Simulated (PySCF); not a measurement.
# C6H7In (InH2Ph): what the fields show

Input file:

```
{"job": {"kind": "uv", "xc": "B3LYP", "basis": "def2-SVPD", "ip": true, "nstates": 10}, "charge": 0, "multiplicity": 1}
In     1.454811     2.466339     0.013667
H      2.198654     2.979607     1.494053
H      1.556460     3.384685    -1.452941
C      0.361878     0.612621     0.003276
C      0.250371    -0.165533     1.167720
C     -0.457387    -1.367497     1.167015
C     -1.069319    -1.813661    -0.004096
C     -0.971498    -1.056829    -1.171371
C     -0.262318     0.144236    -1.165060
H      0.723593     0.167266     2.096961
H     -0.532336    -1.958811     2.083419
H     -1.624580    -2.755093    -0.007147
H     -1.450149    -1.404520    -2.090618
H     -0.197609     0.723391    -2.091658
```

Launched as:

```sh
OMP_NUM_THREADS=1 python probes_run.py task.json out
```

Geometry: PBE0-D3(BJ)/def2-SVP; core potentials replace the inner electrons of In.

Method: B3LYP/def2-SVPD, SCF density, gas phase, scalar-relativistic core potentials on the heavy atoms (PySCF 2.14.0).

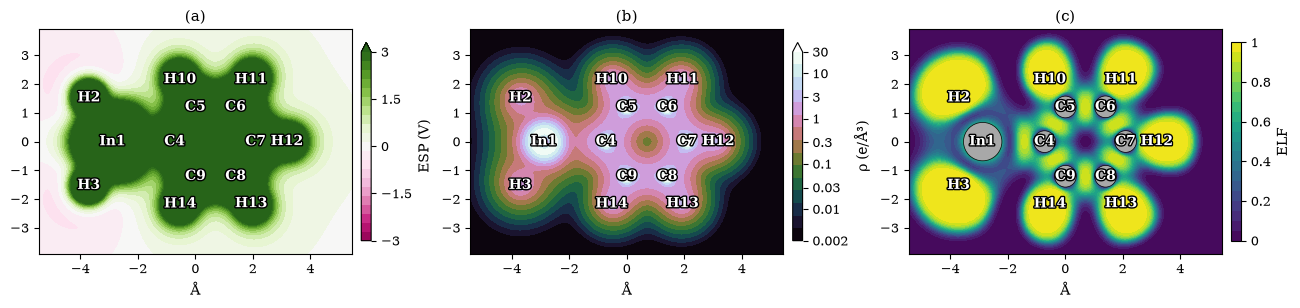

Figure 1. (a) electrostatic potential; (b) electron density; (c) electron localisation function on the molecular plane. Grey discs cover the atomic cores in the ELF map.

Interpret the plot.

Answer.
- The plane passes through In, H and C nuclei.
- C–C (1.39 Å): ρ is about 2.1 e/Å³ halfway; the ELF peaks at about 0.95 between the atoms; localised, covalent bonding.
- C–In (2.15 Å): ρ at the midpoint is about 0.66 e/Å³; the ELF peaks at about 0.95 in the valence shell of C, 0.7 Å from its nucleus, and drops to about 0.15 between the two atoms.
- C–H (1.09 Å): the density is about 2 e/Å³ at the midpoint; the ELF climbs to about 1 towards the hydrogen, as it does in any bond to H; a covalent bond by its length.
- In–H (1.73 Å): ρ at the midpoint is about 1.1 e/Å³; the ELF climbs to about 1 towards the hydrogen.
- Outside the dense part of the molecule the potential is most negative (−0.5 V) near H2 and H3.

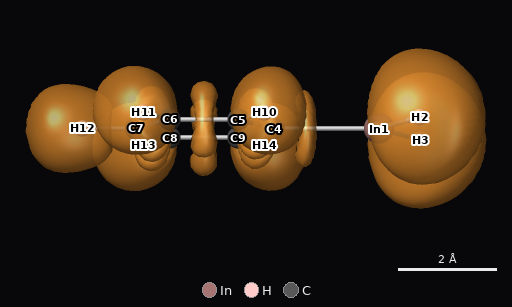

Figure 2. Isosurface of the electron localisation function at 0.8 (orange), seen from one side. Core shells and regions of very low density are left out.

Describe the localisation domains.

Answer. At this value the surface marks out six regions between bonded C–C atoms (shared pairs), seven regions around hydrogen nuclei and one lobe of the valence shell of C pointing towards In (polar bonds).

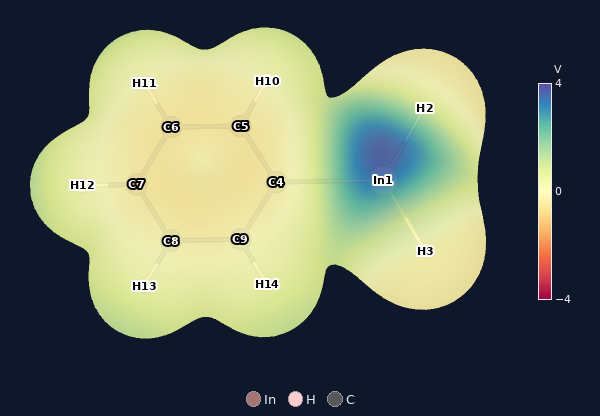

Figure 3. The electrostatic potential painted on the density surface at 0.004 e/bohr³, seen at a tilt; red is negative and blue positive.

Describe the electrostatic potential map.

Answer. The most negative region (about −0.4 V) lies over the π face of the C atoms, the most positive (about +3.7 V) over In1.

What dipole moment does the calculation give?

Answer. Its dipole moment is 0.82 D.
